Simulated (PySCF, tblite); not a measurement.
# OsO4: geometry, vibrations, single-point energies

Aim: compute the geometry, vibrations, single-point energies of OsO4 (`[O]=[Os](=[O])(=[O])=[O]`).

Computed with tblite 0.8.0 and PySCF 2.14.0 and routines of our own; the level stands in each step. Atoms count from 0.

3 further runs of the same task are left out: 3 for a known fault of the program.

## Step 1: The starting structure

5 atoms, charge 0, multiplicity 1; geometry from: start built from the parent or by distance geometry.

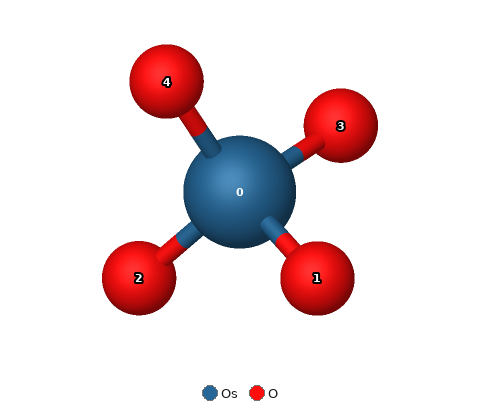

The starting geometry (osmium blue, oxygen red); sticks join atoms by distance alone.

## Step 2: Relaxing the molecule with GFN2-xTB

Job settings and geometry (Å):

```
{"job": {"kind": "relax", "xc": "GFN2-xTB", "basis": "xTB"}, "charge": 0, "multiplicity": 1}
Os     0.016100    -0.006100    -0.005400
O     -0.000500    -0.008700     1.596200
O      1.540500     0.002500    -0.546100
O     -0.772800     1.340500    -0.541300
O     -0.766100    -1.322400    -0.537700
```

Command:

```sh
> OMP_NUM_THREADS=1 python redox_run.py task.json out
```

The driver reads the jobs from task.json and runs them one after another.

Standard output:

```text
step      E/eV     max force
  0    -527.80587    1.553
  1    -527.82895    0.619
  2    -527.83236    0.106
  3    -527.83291    0.086
  4    -527.83381    0.109
  5    -527.83408    0.075
  6    -527.83421    0.017
  7    -527.83422    0.006
```

Run time: 0.03 s. Hardware: 1 thread of Intel Xeon 6975P-C, shared host.

The steps of the relaxation:

```csv
step,energy from step 0 (eV),largest force (eV/Å)
0,0.0000,1.5525
1,-0.0231,0.6188
2,-0.0265,0.1063
3,-0.0270,0.0857
4,-0.0279,0.1090
5,-0.0282,0.0747
6,-0.0283,0.0168
7,-0.0283,0.0059
```

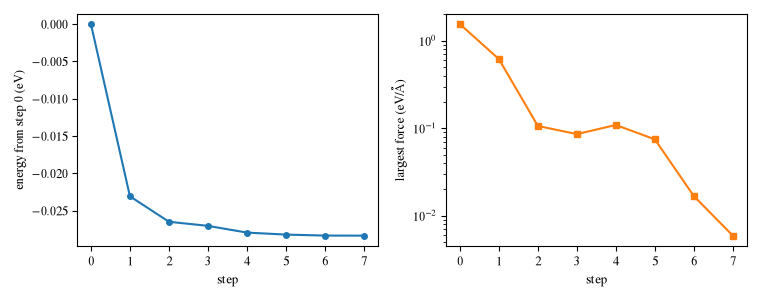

Energy and force, step by step.

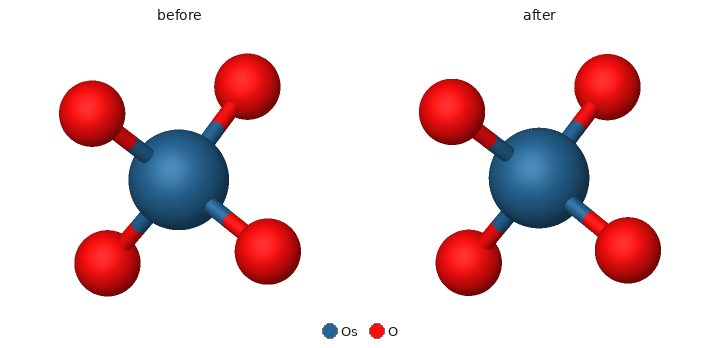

Before and after, at one scale.

Distances of close pairs at the start and the end, largest changes first:

```csv
bond,before (Å),after (Å),change (Å)
Os0–O3,1.650,1.620,-0.031
Os0–O1,1.602,1.620,+0.018
Os0–O2,1.617,1.620,+0.002
Os0–O4,1.621,1.620,-0.001
```

The next job starts from the end point, and lists it.

## Step 3: Vibrational analysis with GFN2-xTB

Job settings and geometry (Å):

```
{"job": {"kind": "ir", "xc": "GFN2-xTB", "basis": "xTB"}, "charge": 0, "multiplicity": 1}
Os     0.003349     0.001105    -0.006752
O      0.005157    -0.004064     1.612808
O      1.529581     0.003011    -0.548736
O     -0.759801     1.325324    -0.542363
O     -0.761041    -1.319661    -0.549318
```

Standard output:

```text
mode    cm-1     km/mol
  1     274.5     56.46
  2     274.5     56.53
  3     274.9     56.43
  4     300.3      0.00
  5     300.7      0.00
  6     832.4      0.00
  7     915.1     94.74
  8     915.1     94.73
  9     915.3     94.84
ZPE 29.924  H(298)-E 46.193  G(298)-E -42.869 kJ/mol  S 298.72 J/(mol K)
```

Wall time 0.16 s (1 thread of Intel Xeon 6975P-C, shared host).

The strongest bands and the atoms that carry them (share of the mass-weighted mode):

```csv
cm⁻¹,km/mol,atoms
274,56.5,"O3 29 %, O2 28 %, Os0 17 %, O1 15 %"
274,56.5,"O4 29 %, O1 28 %, Os0 17 %, O3 14 %"
275,56.4,"O2 23 %, O4 22 %, O1 20 %, O3 19 %"
915,94.7,"O4 52 %, O2 29 %"
915,94.7,"O2 38 %, O1 27 %, O3 17 %"
915,94.8,"O3 50 %, O1 33 %"
```

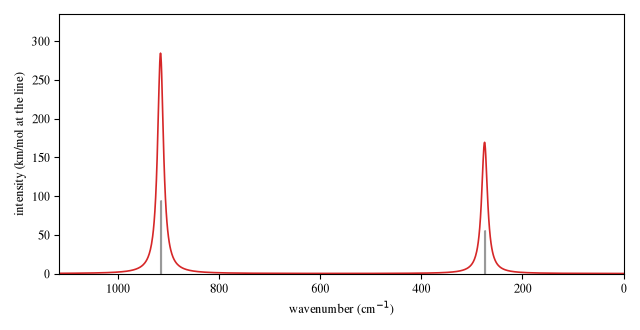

The infrared spectrum from these modes, unscaled. Lines are broadened to a width of 14 cm⁻¹ (Lorentzian).

## Step 4: Geometry optimisation at BP86-D3(BJ)/def2-SVP

Job settings and geometry (Å):

```
{"job": {"xc": "BP86", "basis": "def2-SVP", "d3": "d3bj", "grid": 1, "kind": "geom"}, "charge": 0, "multiplicity": 1}
Os     0.003349     0.001105    -0.006752
O      0.005157    -0.004064     1.612808
O      1.529581     0.003011    -0.548736
O     -0.759801     1.325324    -0.542363
O     -0.761041    -1.319661    -0.549318
```

Standard output:

```text
step   0  E = -391.51319255  max force = 0.147830
step   1  E = -391.56508651  max force = 0.009338
step   2  E = -391.56537205  max force = 0.002497
step   3  E = -391.56539163  max force = 0.000142
step   4  E = -391.56539254  max force = 0.000133
optimisation converged
```

Run time: 21 s. Hardware: 1 thread of Intel Xeon 6975P-C, shared host.

Along the way:

```csv
step,energy from step 0 (eV),largest force component (eV/Å)
0,0.0000,7.6017
1,-1.4121,0.4802
2,-1.4199,0.1284
3,-1.4204,0.0073
4,-1.4204,0.0068
```

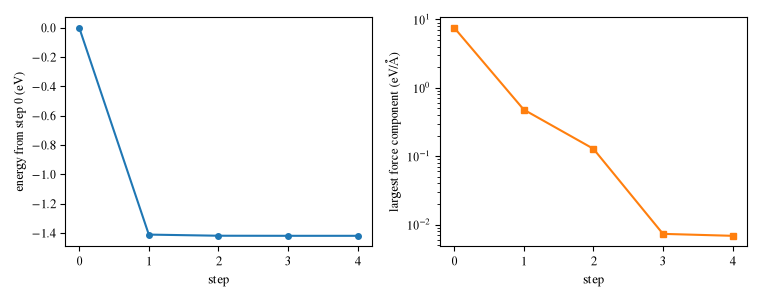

Energy and force, step by step.

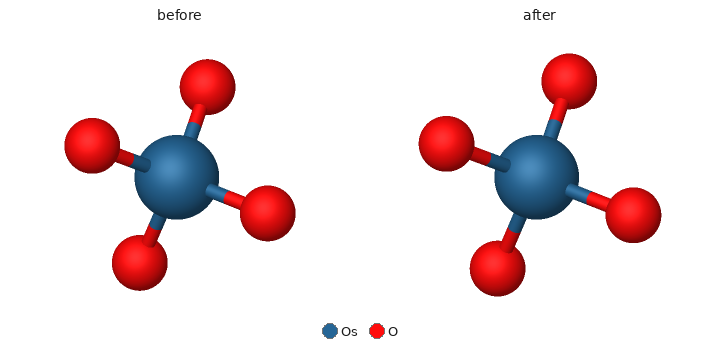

The geometry before (left) and after (right).

Close pairs (by a distance rule), those that changed most:

```csv
bond,before (Å),after (Å),change (Å)
Os0–O3,1.620,1.723,+0.103
Os0–O4,1.620,1.723,+0.103
Os0–O1,1.620,1.722,+0.103
Os0–O2,1.620,1.722,+0.102
```

The next job starts from the end point, and lists it.

```csv
at the end point,value
point group (found at 0.08 Å tolerance),Td
"rotational constants (GHz, main isotopes)","3.995, 3.995, 3.991"
dipole moment (D),0.00
```

## Step 5: Single point (OsO4): PBE0-D3(BJ)/ma-def2-SVP

Geometry: BP86-D3(BJ)/def2-SVP.

Job settings and geometry (Å):

```
{"job": {"kind": "sp", "xc": "PBE0", "basis": "ma-def2-SVP", "d3": "d3bj", "grid": 2}, "charge": 0, "multiplicity": 1}
Os     0.002929     0.001157    -0.006870
O      0.012297    -0.003358     1.715582
O      1.623886     0.002325    -0.587873
O     -0.810634     1.409718    -0.573964
O     -0.811198    -1.404077    -0.581324
```

Standard output:

```text
coarse grid: 29680 points
cycle   1  E = -390.6456600292  dE = -1.186e+01  |g| = 1.470e+00  |ddm| = 8.767e+00
cycle   2  E = -388.1369392025  dE =  2.509e+00  |g| = 3.832e+00  |ddm| = 4.349e+00
cycle   3  E = -390.9958610713  dE = -2.859e+00  |g| = 3.612e-01  |ddm| = 3.640e+00
cycle   4  E = -391.0223790412  dE = -2.652e-02  |g| = 5.762e-02  |ddm| = 3.813e-01
cycle   5  E = -391.0228473628  dE = -4.683e-04  |g| = 3.492e-02  |ddm| = 6.023e-02
cycle   6  E = -391.0230913541  dE = -2.440e-04  |g| = 4.526e-03  |ddm| = 2.600e-02
cycle   7  E = -391.0230954932  dE = -4.139e-06  |g| = 5.374e-04  |ddm| = 3.276e-03
final grid: 60608 points
cycle   8  E = -391.0230194078  dE =  3.597e-07  |g| = 1.560e-03  |ddm| = 1.775e-03
cycle   9  E = -391.0230144769  dE =  4.931e-06  |g| = 5.376e-03  |ddm| = 4.769e-03
cycle  10  E = -391.0230198221  dE = -5.345e-06  |g| = 4.230e-04  |ddm| = 3.743e-03
cycle  11  E = -391.0230198573  dE = -3.528e-08  |g| = 3.898e-05  |ddm| = 3.046e-04
cycle  12  E = -391.0230198577  dE = -3.250e-10  |g| = 1.041e-05  |ddm| = 4.089e-05
converged SCF energy = -391.0230198577
```

Wall time 2.5 s (1 thread of Intel Xeon 6975P-C, shared host); peak memory 0.48 GiB.

## Step 6: Single point (OsO₄+ (doublet)): PBE0-D3(BJ)/ma-def2-SVP

Geometry: BP86-D3(BJ)/def2-SVP, that of another charge or spin state.

Job settings and geometry (Å):

```
{"job": {"kind": "sp", "xc": "PBE0", "basis": "ma-def2-SVP", "d3": "d3bj", "grid": 2}, "charge": 1, "multiplicity": 2}
Os     0.002929     0.001157    -0.006870
O      0.012297    -0.003358     1.715582
O      1.623886     0.002325    -0.587873
O     -0.810634     1.409718    -0.573964
O     -0.811198    -1.404077    -0.581324
```

Standard output:

```text
final grid: 60608 points
cycle   1  E = -390.5543072973  dE =  1.222e-05  |g| = 5.635e-03  |ddm| = 4.671e-03
cycle   2  E = -390.5540584892  dE =  2.488e-04  |g| = 2.540e-02  |ddm| = 2.072e-02
cycle   3  E = -390.5543198289  dE = -2.613e-04  |g| = 1.159e-03  |ddm| = 1.692e-02
cycle   4  E = -390.5543203764  dE = -5.475e-07  |g| = 2.100e-04  |ddm| = 8.775e-04
cycle   5  E = -390.5543203994  dE = -2.300e-08  |g| = 9.302e-05  |ddm| = 1.576e-04
cycle   6  E = -390.5543204528  dE = -5.338e-08  |g| = 8.808e-05  |ddm| = 5.362e-04
cycle   7  E = -390.5543204850  dE = -3.217e-08  |g| = 8.410e-05  |ddm| = 3.788e-04
cycle   8  E = -390.5543205527  dE = -6.772e-08  |g| = 4.618e-05  |ddm| = 9.758e-04
cycle   9  E = -390.5543205854  dE = -3.273e-08  |g| = 3.828e-05  |ddm| = 6.200e-04
cycle  10  E = -390.5543206182  dE = -3.280e-08  |g| = 3.071e-05  |ddm| = 8.045e-04
cycle  11  E = -390.5543206332  dE = -1.501e-08  |g| = 5.905e-05  |ddm| = 6.380e-04
cycle  12  E = -390.5543206420  dE = -8.804e-09  |g| = 2.129e-05  |ddm| = 3.636e-04
converged SCF energy = -390.5543206420
```

Run time: 68 s. Hardware: 1 thread of Intel Xeon 6975P-C, shared host; peak memory 0.51 GiB.

## Step 7: Relaxing the molecule with GFN2-xTB

This step treats OsO₄+ (doublet).

Job settings and geometry (Å):

```
{"job": {"kind": "relax", "xc": "GFN2-xTB", "basis": "xTB"}, "charge": 1, "multiplicity": 2}
Os     0.019200    -0.005000    -0.012200
O      0.001600     0.005300     1.692600
O      1.641300    -0.005300    -0.584700
O     -0.813100     1.424300    -0.594600
O     -0.814400    -1.407900    -0.570000
```

Standard output:

```text
step      E/eV     max force
  0    -509.00543    2.957
  1    -509.37239    2.270
  2    -509.52252    2.622
  3    -509.65576    0.700
  4    -509.66743    0.180
  5    -509.66806    0.050
  6    -509.66817    0.045
  7    -509.66864    0.004
```

Run time: 0.05 s. Hardware: 1 thread of Intel Xeon 6975P-C, shared host.

Relaxation path:

```csv
step,energy from step 0 (eV),largest force (eV/Å)
0,0.0000,2.9572
1,-0.3670,2.2702
2,-0.5171,2.6223
3,-0.6503,0.7005
4,-0.6620,0.1795
5,-0.6626,0.0499
6,-0.6627,0.0446
7,-0.6632,0.0036
```

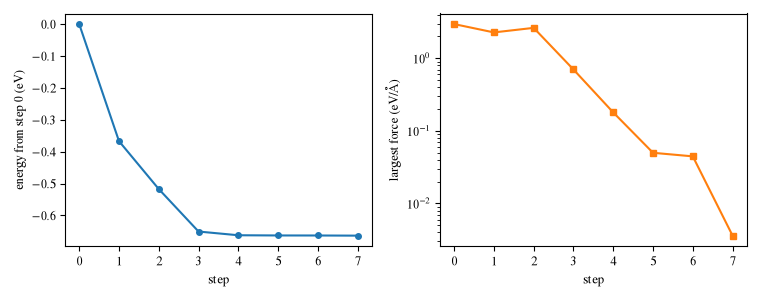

Energy and force, step by step.

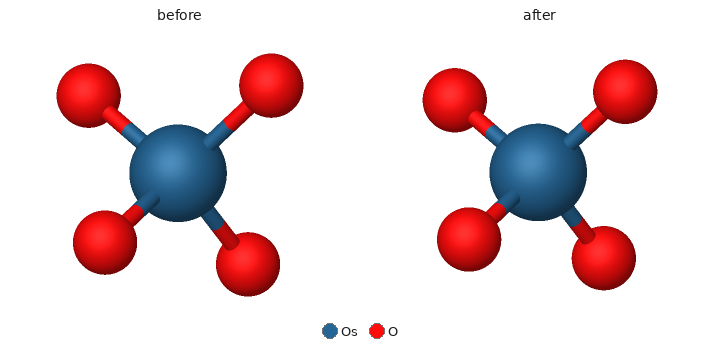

Before and after, at one scale.

Close pairs (by a distance rule), those that changed most:

```csv
bond,before (Å),after (Å),change (Å)
Os0–O3,1.754,1.620,-0.133
Os0–O4,1.725,1.620,-0.104
Os0–O2,1.720,1.620,-0.100
Os0–O1,1.705,1.620,-0.085
```

The end geometry stands in the next job.

## Step 8: Infrared spectrum with GFN2-xTB

Job settings and geometry (Å):

```
{"job": {"kind": "ir", "xc": "GFN2-xTB", "basis": "xTB"}, "charge": 1, "multiplicity": 2}
Os     0.006877     0.002275    -0.013699
O      0.006305     0.009088     1.606479
O      1.534384    -0.003915    -0.553895
O     -0.752044     1.325092    -0.560812
O     -0.760999    -1.321070    -0.546892
```

Standard output:

```text
mode    cm-1     km/mol
  1     224.4      0.00
  2     224.5      0.00
  3     238.2     28.68
  4     238.2     28.46
  5     238.4     28.77
  6     793.9     20.06
  7     794.0     20.24
  8     794.3     20.21
  9     809.8      0.00
ZPE 26.054  H(298)-E 43.511  G(298)-E -49.800 kJ/mol  S 312.97 J/(mol K)
```

Wall time 0.2 s (1 thread of Intel Xeon 6975P-C, shared host).

The strongest bands and the atoms that carry them (share of the mass-weighted mode):

```csv
cm⁻¹,km/mol,atoms
238,28.7,"O4 31 %, O1 30 %, Os0 17 %, O3 14 %"
238,28.5,"O2 31 %, O4 25 %, O3 25 %, Os0 17 %"
238,28.8,"O1 31 %, O3 23 %, O2 23 %, Os0 17 %"
794,20.1,"O3 45 %, O2 25 %, O4 16 %"
794,20.2,"O4 49 %, O2 24 %, O1 16 %"
794,20.2,"O1 47 %, O3 21 %, O2 20 %"
```

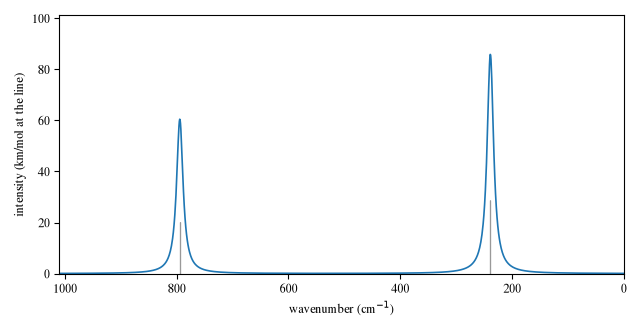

The infrared spectrum from these modes, unscaled. Lines are broadened to a width of 14 cm⁻¹ (Lorentzian).

## Step 9: Geometry optimisation at BP86-D3(BJ)/def2-SVP

This step treats OsO₄+ (doublet).

Job settings and geometry (Å):

```
{"job": {"xc": "BP86", "basis": "def2-SVP", "d3": "d3bj", "grid": 1, "kind": "geom"}, "charge": 1, "multiplicity": 2}
Os     0.006877     0.002275    -0.013699
O      0.006305     0.009088     1.606479
O      1.534384    -0.003915    -0.553895
O     -0.752044     1.325092    -0.560812
O     -0.760999    -1.321070    -0.546892
```

Standard output:

```text
step   0  E = -391.04517481  max force = 0.158976
step   1  E = -391.10645266  max force = 0.003558
step   2  E = -391.10665592  max force = 0.002021
step   3  E = -391.10669566  max force = 0.004781
step   4  E = -391.10683229  max force = 0.010624
step   5  E = -391.10696594  max force = 0.006028
step   6  E = -391.10743932  max force = 0.016110
step   7  E = -391.10782016  max force = 0.004946
step   8  E = -391.10791138  max force = 0.003218
step   9  E = -391.10795053  max force = 0.001552
step  10  E = -391.10796403  max force = 0.000968
step  11  E = -391.10797239  max force = 0.000316
optimisation converged
```

Run time: 2.1 min. Hardware: 1 thread of Intel Xeon 6975P-C, shared host; peak memory 0.38 GiB.

Step by step:

```csv
step,energy from step 0 (eV),largest force component (eV/Å)
0,0.0000,8.1749
1,-1.6675,0.1830
2,-1.6730,0.1039
3,-1.6741,0.2458
4,-1.6778,0.5463
5,-1.6814,0.3100
6,-1.6943,0.8284
7,-1.7047,0.2543
8,-1.7071,0.1655
9,-1.7082,0.0798
10,-1.7086,0.0498
11,-1.7088,0.0162
```

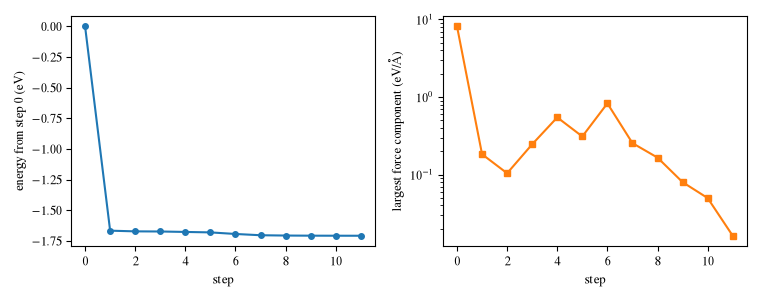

Energy and largest force along the relaxation.

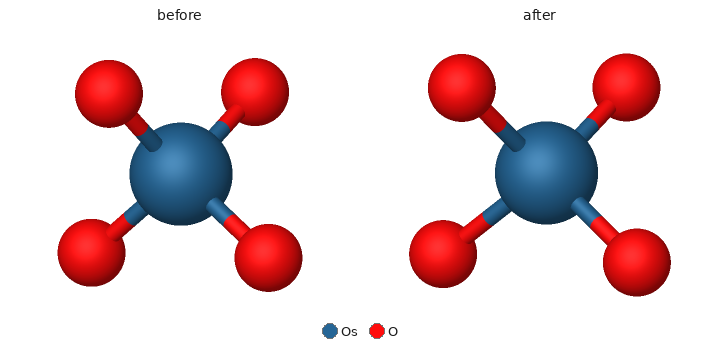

Before and after, at one scale.

Distances of close pairs at the start and the end, largest changes first:

```csv
bond,before (Å),after (Å),change (Å)
Os0–O4,1.620,1.767,+0.147
Os0–O3,1.620,1.765,+0.144
Os0–O1,1.620,1.705,+0.085
Os0–O2,1.620,1.705,+0.085
```

The next job starts from the end point, and lists it.

```csv
at the end point,value
point group (found at 0.08 Å tolerance),C2v
"rotational constants (GHz, main isotopes)","4.083, 3.864, 3.860"
⟨S²⟩,0.782
```

## Step 10: Single point (OsO4): PBE0-D3(BJ)/ma-def2-SVP

Geometry: BP86-D3(BJ)/def2-SVP, that of another charge or spin state.

Job settings and geometry (Å):

```
{"job": {"kind": "sp", "xc": "PBE0", "basis": "ma-def2-SVP", "d3": "d3bj", "grid": 2}, "charge": 0, "multiplicity": 1}
Os     0.041837     0.007499     0.008085
O      0.068100     0.012074     1.713370
O      1.641211     0.010947    -0.582008
O     -0.854803     1.394580    -0.613148
O     -0.853208    -1.386569    -0.607842
```

Standard output:

```text
coarse grid: 29680 points
cycle   1  E = -390.6298453007  dE = -1.188e+01  |g| = 1.480e+00  |ddm| = 8.763e+00
cycle   2  E = -387.7904891082  dE =  2.839e+00  |g| = 4.008e+00  |ddm| = 4.481e+00
cycle   3  E = -390.9056341343  dE = -3.115e+00  |g| = 7.097e-01  |ddm| = 3.805e+00
cycle   4  E = -390.9453207279  dE = -3.969e-02  |g| = 5.819e-01  |ddm| = 8.436e-01
cycle   5  E = -391.0132828368  dE = -6.796e-02  |g| = 8.064e-02  |ddm| = 4.460e-01
cycle   6  E = -391.0146413176  dE = -1.358e-03  |g| = 1.268e-02  |ddm| = 7.352e-02
cycle   7  E = -391.0145614503  dE =  7.987e-05  |g| = 2.346e-02  |ddm| = 2.306e-02
cycle   8  E = -391.0146756154  dE = -1.142e-04  |g| = 1.013e-03  |ddm| = 1.610e-02
cycle   9  E = -391.0146755933  dE =  2.205e-08  |g| = 1.160e-03  |ddm| = 1.326e-03
final grid: 60608 points
cycle  10  E = -391.0145857609  dE =  4.291e-06  |g| = 4.762e-03  |ddm| = 3.968e-03
cycle  11  E = -391.0145166276  dE =  6.913e-05  |g| = 1.907e-02  |ddm| = 1.576e-02
cycle  12  E = -391.0145903390  dE = -7.371e-05  |g| = 3.130e-04  |ddm| = 1.263e-02
cycle  13  E = -391.0145903589  dE = -1.984e-08  |g| = 3.413e-05  |ddm| = 2.267e-04
cycle  14  E = -391.0145903591  dE = -2.110e-10  |g| = 1.392e-05  |ddm| = 3.148e-05
converged SCF energy = -391.0145903591
```

Run time: 2.7 s. Hardware: 1 thread of Intel Xeon 6975P-C, shared host; peak memory 0.48 GiB.

## Step 11: Single point (OsO4+ (doublet)): PBE0-D3(BJ)/ma-def2-SVP

Geometry: BP86-D3(BJ)/def2-SVP.

Job settings and geometry (Å):

```
{"job": {"kind": "sp", "xc": "PBE0", "basis": "ma-def2-SVP", "d3": "d3bj", "grid": 2}, "charge": 1, "multiplicity": 2}
Os     0.041837     0.007499     0.008085
O      0.068100     0.012074     1.713370
O      1.641211     0.010947    -0.582008
O     -0.854803     1.394580    -0.613148
O     -0.853208    -1.386569    -0.607842
```

Standard output:

```text
final grid: 60608 points
cycle   1  E = -390.5605305096  dE =  1.710e-10  |g| = 4.806e-05  |ddm| = 6.811e-05
converged SCF energy = -390.5605305096
```

It took 68 s on 1 thread of Intel Xeon 6975P-C, shared host; peak memory 0.51 GiB.

## Step 12: Outcome

| quantity | value |
| --- | --- |
| strongest single infrared mode (GFN2-xTB) | 915 cm⁻¹, 95 km/mol |
| zero-point energy (GFN2-xTB) | 7.2 kcal/mol |
| point group | Td |
| rotational constants (main isotopes) | 4.00, 3.99, 3.99 GHz |

All 9 modes are real, so the xTB geometry is a minimum. GFN2-xTB is a fitted tight-binding method: band positions and strengths are rough. Its intensities can rank the bands wrongly. The optimisation took 4 steps and gained 1.420 eV; among the close pairs (by a distance rule), Os0–O3 changed most, from 1.620 to 1.723 Å (BP86/def2-SVP). Steps that list no spin-orbit terms leave them out, which matters at and beside the heavy atoms. In steps 6, 11 the state is spin-contaminated.
